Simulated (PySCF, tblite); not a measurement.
# C₃H₁₂B₂N₂: infrared bands, NMR shifts, spin-spin couplings and electronic excitations in gas and solvents, part 3 of 3

tblite 0.8.0 and PySCF 2.14.0. Atoms count from 0. Earlier steps stand in the parts before.

## (9) Nuclear shieldings: PBE0/pcSseg-1 in acetonitrile

The job: settings as JSON, then the geometry in Å.

```
{"job": {"kind": "nmr", "xc": "PBE0", "basis": "pcSseg-1", "solvent": "acetonitrile", "pop": true}, "charge": 0, "multiplicity": 1}
C      2.458021    -0.659133     0.448076
C      1.884753     0.347899    -0.221030
B      0.343311     0.501591    -0.571332
N     -0.352789     1.773240     0.113653
B     -1.453122     0.757370     0.664829
N     -0.618421    -0.514752     0.184833
C     -1.282282    -1.565318    -0.575564
H      3.534902    -0.709762     0.642062
H      1.878353    -1.511465     0.828592
H      2.558095     1.142487    -0.578105
H      0.092453     0.501356    -1.767860
H     -0.695817     2.484233    -0.524848
H      0.204678     2.226649     0.833895
H     -2.488858     0.854173     0.030604
H     -1.586657     0.809698     1.875858
H     -0.130613    -0.930996     0.977259
H     -1.806820    -1.113486    -1.426738
H     -0.550953    -2.291441    -0.962381
H     -2.020677    -2.094198     0.046319
```

Level: GIAO PBE0/pcSseg-1 NMR shielding, non-relativistic, IEF-PCM acetonitrile.

The log of the run:

```text
coarse grid: 15000 points
cycle   1  E = -280.3554467287  dE =  5.920e-01  |g| = 4.183e-01  |ddm| = 3.614e+00
cycle   2  E = -280.3620238076  dE = -6.577e-03  |g| = 4.164e-01  |ddm| = 8.436e-01
cycle   3  E = -280.4083511970  dE = -4.633e-02  |g| = 6.104e-02  |ddm| = 4.299e-01
cycle   4  E = -280.4089928531  dE = -6.417e-04  |g| = 3.392e-02  |ddm| = 6.351e-02
cycle   5  E = -280.4092656189  dE = -2.728e-04  |g| = 4.930e-03  |ddm| = 2.435e-02
cycle   6  E = -280.4092707613  dE = -5.142e-06  |g| = 2.618e-03  |ddm| = 5.411e-03
final grid: 142488 points
cycle   7  E = -280.4405464068  dE = -5.472e-05  |g| = 1.048e-02  |ddm| = 3.354e-02
cycle   8  E = -280.4405343557  dE =  1.205e-05  |g| = 1.308e-02  |ddm| = 1.885e-02
cycle   9  E = -280.4405722330  dE = -3.788e-05  |g| = 1.120e-03  |ddm| = 9.836e-03
cycle  10  E = -280.4405725256  dE = -2.926e-07  |g| = 2.014e-04  |ddm| = 9.119e-04
cycle  11  E = -280.4405725333  dE = -7.711e-09  |g| = 9.512e-05  |ddm| = 2.081e-04
cycle  12  E = -280.4405725353  dE = -2.019e-09  |g| = 2.588e-05  |ddm| = 7.618e-05
cycle  13  E = -280.4405725355  dE = -1.593e-10  |g| = 4.954e-06  |ddm| = 2.430e-05
converged SCF energy = -280.4405725355

GIAO shielding tensors (ppm)
atom      isotropic    diamagn.    paramagn.     s11        s22        s33       span
  0 C       60.349     256.647    -196.298    -58.532     70.927    168.651    227.183
  1 C       26.234     259.145    -232.911   -108.553     17.478    169.775    278.329
  2 B      108.223     187.542     -79.319     98.053    103.187    123.429     25.376
  3 N      238.947     320.252     -81.305    219.292    236.412    261.135     41.844
  4 B      112.415     190.505     -78.090    100.382    107.216    129.647     29.265
  5 N      237.298     323.078     -85.780    222.330    225.997    263.566     41.236
  6 C      145.028     243.690     -98.662    121.884    131.025    182.176     60.292
  7 H       25.534      28.754      -3.220     22.958     24.563     29.083      6.125
  8 H       25.760      33.651      -7.891     22.756     24.497     30.028      7.272
  9 H       24.602      30.729      -6.127     21.569     25.255     26.981      5.412
 10 H       28.176      32.032      -3.856     26.324     27.986     30.219      3.895
 11 H       29.115      30.039      -0.924     22.260     25.164     39.921     17.662
 12 H       29.697      31.180      -1.483     24.121     25.742     39.228     15.107
 13 H       28.499      31.173      -2.674     24.997     29.219     31.282      6.285
 14 H       28.351      30.867      -2.516     24.785     28.136     32.132      7.347
 15 H       29.197      35.581      -6.384     22.849     26.397     38.345     15.497
 16 H       28.990      29.301      -0.310     25.133     27.536     34.302      9.169
 17 H       28.778      29.070      -0.292     23.826     27.009     35.499     11.673
 18 H       28.728      27.835       0.892     24.515     26.002     35.666     11.152
```

Run time: 25 s. Hardware: 1 thread of Arm Neoverse V2, shared host; peak memory 1.1 GiB.

In short: δ C1 159.2, C0 125.1, C6 40.4, B2 -6.9, H9 6.64, H7 5.71 ppm.

## (10) NMR shieldings: PBE0/pcSseg-1 in chloroform

Settings changed since step 9:

```diff
@@ -1,2 +1,2 @@
-{"job": {"kind": "nmr", "xc": "PBE0", "basis": "pcSseg-1", "solvent": "acetonitrile", "pop": true}, "charge": 0, "multiplicity": 1}
+{"job": {"kind": "nmr", "xc": "PBE0", "basis": "pcSseg-1", "solvent": "chloroform", "pop": false}, "charge": 0, "multiplicity": 1}
 C      2.458021    -0.659133     0.448076
```

Level: GIAO PBE0/pcSseg-1 NMR shielding, non-relativistic, IEF-PCM chloroform.

The log of the run:

```text
coarse grid: 15000 points
cycle   1  E = -280.3513477857  dE =  5.960e-01  |g| = 4.229e-01  |ddm| = 3.614e+00
cycle   2  E = -280.3570256388  dE = -5.678e-03  |g| = 4.248e-01  |ddm| = 8.534e-01
cycle   3  E = -280.4051781100  dE = -4.815e-02  |g| = 6.503e-02  |ddm| = 4.454e-01
cycle   4  E = -280.4059315002  dE = -7.534e-04  |g| = 3.515e-02  |ddm| = 6.855e-02
cycle   5  E = -280.4062266573  dE = -2.952e-04  |g| = 5.450e-03  |ddm| = 2.601e-02
cycle   6  E = -280.4062330551  dE = -6.398e-06  |g| = 2.740e-03  |ddm| = 5.906e-03
final grid: 142488 points
cycle   7  E = -280.4375223868  dE = -5.415e-05  |g| = 1.067e-02  |ddm| = 3.372e-02
cycle   8  E = -280.4375088826  dE =  1.350e-05  |g| = 1.348e-02  |ddm| = 1.932e-02
cycle   9  E = -280.4375490338  dE = -4.015e-05  |g| = 1.135e-03  |ddm| = 1.023e-02
cycle  10  E = -280.4375493348  dE = -3.010e-07  |g| = 2.141e-04  |ddm| = 9.446e-04
cycle  11  E = -280.4375493434  dE = -8.541e-09  |g| = 1.051e-04  |ddm| = 2.212e-04
cycle  12  E = -280.4375493459  dE = -2.507e-09  |g| = 2.645e-05  |ddm| = 8.410e-05
cycle  13  E = -280.4375493460  dE = -1.673e-10  |g| = 5.042e-06  |ddm| = 2.487e-05
converged SCF energy = -280.4375493460

GIAO shielding tensors (ppm)
atom      isotropic    diamagn.    paramagn.     s11        s22        s33       span
  0 C       60.687     256.519    -195.833    -58.279     72.116    168.222    226.501
  1 C       26.399     259.104    -232.704   -108.313     17.879    169.632    277.945
  2 B      108.267     187.641     -79.374     98.157    103.210    123.433     25.276
  3 N      238.177     320.294     -82.117    218.200    235.433    260.898     42.698
  4 B      112.317     190.684     -78.366    100.396    107.088    129.468     29.073
  5 N      236.719     323.193     -86.474    221.237    225.109    263.812     42.574
  6 C      145.056     243.677     -98.621    121.984    131.074    182.111     60.127
  7 H       25.563      28.734      -3.172     22.989     24.558     29.141      6.151
  8 H       25.857      33.780      -7.923     22.802     24.633     30.136      7.334
  9 H       24.629      30.708      -6.079     21.579     25.292     27.016      5.437
 10 H       28.082      31.881      -3.798     26.212     27.883     30.152      3.939
 11 H       29.244      30.223      -0.979     22.397     25.379     39.954     17.557
 12 H       29.853      31.361      -1.508     24.287     26.006     39.266     14.979
 13 H       28.401      31.039      -2.638     24.880     29.123     31.200      6.320
 14 H       28.284      30.737      -2.453     24.688     28.084     32.079      7.391
 15 H       29.370      35.785      -6.414     23.000     26.673     38.438     15.438
 16 H       28.937      29.266      -0.329     25.073     27.485     34.254      9.181
 17 H       28.811      29.133      -0.323     23.856     27.052     35.525     11.669
 18 H       28.768      27.911       0.857     24.558     26.054     35.692     11.135
```

Wall time 25 s (1 thread of Arm Neoverse V2, shared host); peak memory 1 GiB.

This run: δ C1 158.8, C0 124.5, C6 40.1, B2 -7.1, H9 6.62, H7 5.68 ppm.

## (11) Excited states and response: CAM-B3LYP/def2-SVPD in acetonitrile

Settings changed since step 10:

```diff
@@ -1,2 +1,2 @@
-{"job": {"kind": "nmr", "xc": "PBE0", "basis": "pcSseg-1", "solvent": "chloroform", "pop": false}, "charge": 0, "multiplicity": 1}
+{"job": {"kind": "uv", "xc": "CAM-B3LYP", "basis": "def2-SVPD", "solvent": "acetonitrile", "nstates": 6, "ntriplets": 0}, "charge": 0, "multiplicity": 1}
 C      2.458021    -0.659133     0.448076
```

Method: TDDFT CAM-B3LYP/def2-SVPD, vertical, IEF-PCM acetonitrile (non-equilibrium linear response), core orbitals frozen in the response.

The log of the run:

```text
coarse grid: 15000 points
cycle   1  E = -280.3912230295  dE =  7.562e-01  |g| = 3.591e-01  |ddm| = 1.027e+01
cycle   2  E = -280.4158495007  dE = -2.463e-02  |g| = 2.589e-01  |ddm| = 1.534e+00
cycle   3  E = -280.4322222593  dE = -1.637e-02  |g| = 5.430e-02  |ddm| = 6.353e-01
cycle   4  E = -280.4328532150  dE = -6.310e-04  |g| = 2.528e-02  |ddm| = 1.483e-01
cycle   5  E = -280.4330040363  dE = -1.508e-04  |g| = 2.694e-03  |ddm| = 5.380e-02
cycle   6  E = -280.4330065126  dE = -2.476e-06  |g| = 1.198e-03  |ddm| = 1.039e-02
final grid: 142488 points
cycle   7  E = -280.4772250173  dE = -5.406e-05  |g| = 5.135e-03  |ddm| = 2.217e-01
cycle   8  E = -280.4772255171  dE = -4.998e-07  |g| = 5.161e-03  |ddm| = 3.032e-02
cycle   9  E = -280.4772311767  dE = -5.660e-06  |g| = 4.052e-04  |ddm| = 7.806e-03
cycle  10  E = -280.4772312084  dE = -3.168e-08  |g| = 2.055e-04  |ddm| = 1.417e-03
cycle  11  E = -280.4772312193  dE = -1.093e-08  |g| = 2.237e-05  |ddm| = 6.359e-04
cycle  12  E = -280.4772312195  dE = -1.598e-10  |g| = 9.319e-06  |ddm| = 1.048e-04
converged SCF energy = -280.4772312195

Static polarisability (au): isotropic 112.030, principal 102.569 108.394 125.126

Singlet excitations
state   eV       nm        f      main configurations
  1   6.8158    181.9   0.03364   H-1->L 0.34, H-1->L+1 0.16, H->L 0.12
  2   6.8811    180.2   0.31266   H->L 0.71
  3   7.0734    175.3   0.09953   H->L+1 0.63, H->L+2 0.17, H->L+4 0.09
  4   7.5445    164.3   0.03555   H->L+3 0.49, H->L+2 0.32
  5   7.6733    161.6   0.03329   H-1->L 0.22, H->L+2 0.16, H-1->L+1 0.14
  6   7.9359    156.2   0.03973   H-1->L+1 0.42, H-1->L+3 0.16, H->L+4 0.09
```

Wall time 49 s (1 thread of Arm Neoverse V2, shared host); peak memory 1.2 GiB.

Key values: HOMO -8.53 eV, LUMO 1.11 eV; lowest singlet 6.82 eV.

## (12) Comparing the runs: NMR shifts

Shifts (ppm) of some atoms, chosen among heavy atoms and hydrogens apart, with basis size and wall time:

| run | C1 | C0 | C6 | H15 | H12 | B2 | N5 | functions | time |
| --- | --- | --- | --- | --- | --- | --- | --- | --- | --- |
| PBE0/pcSseg-1 | 157.0 | 123.5 | 39.4 | 1.55 | 1.02 | -7.6 | 30.3 | 179 | 21 s |
| mPW1PW91/pcSseg-1 | 156.8 | 123.5 | 39.4 | 1.53 | 1.02 | -7.4 | 29.5 | 179 | 21 s |
| PBE0/pcSseg-1 in acetonitrile | 159.2 | 125.1 | 40.4 | 2.04 | 1.54 | -6.9 | 31.2 | 179 | 25 s |
| PBE0/pcSseg-1 in chloroform | 158.8 | 124.5 | 40.1 | 1.88 | 1.39 | -7.1 | 31.1 | 179 | 25 s |

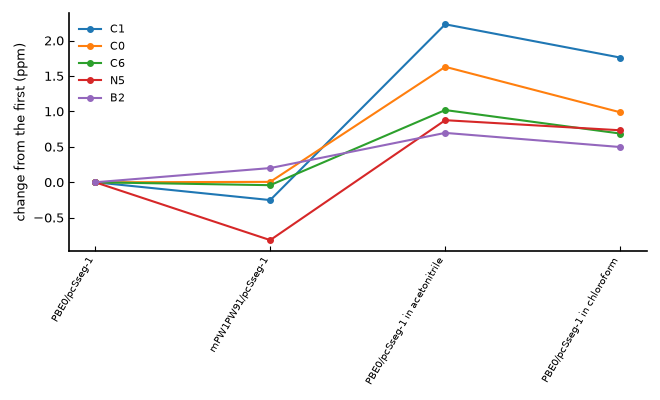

How five of the tabulated atoms move from run to run.

The continuum's effect on the ground state:

| solvent | ε | polarisation energy (Eh) | μ (D) |
| --- | --- | --- | --- |
| chloroform | 4.71 | -0.0084 | 0.63 |
| acetonitrile | 35.69 | -0.0122 | 0.75 |

## (13) Comparing the runs: electronic excitations

Excitations and ground-state properties, with basis size and wall time:

| run | lowest singlet (eV) | brightest (eV) | f | gap (eV) | α (Å³) | μ (D) | functions | time |
| --- | --- | --- | --- | --- | --- | --- | --- | --- |
| CAM-B3LYP/def2-SVPD | 6.78 | 6.78 | 0.152 | 9.40 | 12.29 | 0.52 | 236 | 3.1 min |
| CAM-B3LYP/def2-SVPD in acetonitrile | 6.82 | 6.88 | 0.313 | 9.64 | 16.60 | 0.85 | 236 | 49 s |

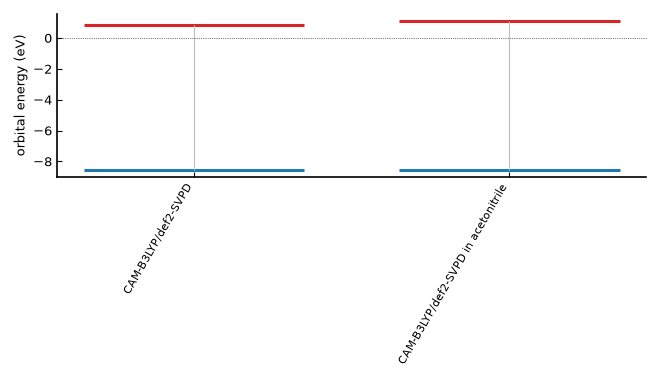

HOMO (blue) and LUMO (red) run by run.

## (14) What came out

What follows sums up all 3 parts.

| quantity | value |
| --- | --- |
| strongest single infrared mode (GFN2-xTB) | 2479 cm⁻¹, 227 km/mol |
| zero-point energy (GFN2-xTB) | 101.3 kcal/mol |
| point group | C1 |
| rotational constants (main isotopes) | 3.37, 2.17, 1.54 GHz |
| 13C shifts against TMS (PBE0/pcSseg-1) | 157.0, 123.5, 39.4 ppm |
| 1H shifts against TMS (PBE0/pcSseg-1, means over atoms taken as alike) | 6.55, 5.65, 5.23, 3.39, 3.18, 3.10, 2.38, 1.66, 1.55, 1.02 ppm |
| 11B shifts against BF3·OEt2 (PBE0/pcSseg-1) | -7.6, -11.3 ppm |
| 15N shifts against NH3 (PBE0/pcSseg-1) | 30.3, 30.0 ppm |
| largest coupling of the table (B3LYP/pcJ-1) | 1J(C,H) C0–H7, 168.2 Hz |
| lowest singlet (CAM-B3LYP/def2-SVPD) | 6.78 eV (183 nm), f = 0.152 |
| lowest triplet | 4.30 eV |
| vertical ionisation energy (ΔSCF) | 9.33 eV |
| range of the shift of C1 (PBE0/pcSseg-1 runs) | 157.0 to 159.2 ppm |
| range of the lowest singlet | 6.78 to 6.82 eV |

In words: Relaxing lowered the energy by 0.636 eV in 160 steps; the close pair that moved most is B2–N3, from 1.522 to 1.591 Å (GFN2-xTB). All 51 modes are real, so the xTB geometry is a minimum. The strongest single mode, at 2479 cm⁻¹, moves mainly H14. GFN2-xTB is a fitted tight-binding method: band positions and strengths are rough. Its intensities can rank the bands wrongly. The most deshielded hydrogen is H9 (hydrogen on an alkene CH), at 6.55 ppm: a vinylic proton, deshielded by the sp2 carbon and the C=C anisotropy. At PBE0/pcSseg-1: The largest span, 276 ppm, is at C1, where the paramagnetic term is -232 ppm. Couplings across rotatable bonds belong to this one conformer; where others are populated, the observed values are averages. The continuum holds electrostatics alone: no hydrogen bonds to the solvent, and the gas-phase geometry is kept. The lowest singlet runs from 6.78 eV (CAM-B3LYP/def2-SVPD) to 6.82 eV (CAM-B3LYP/def2-SVPD in acetonitrile), while the orbital gap spans 9.40 to 9.64 eV. The lowest state need not be the same one in every run. The runs solved for a few states only, so the brightest column depends on that window.
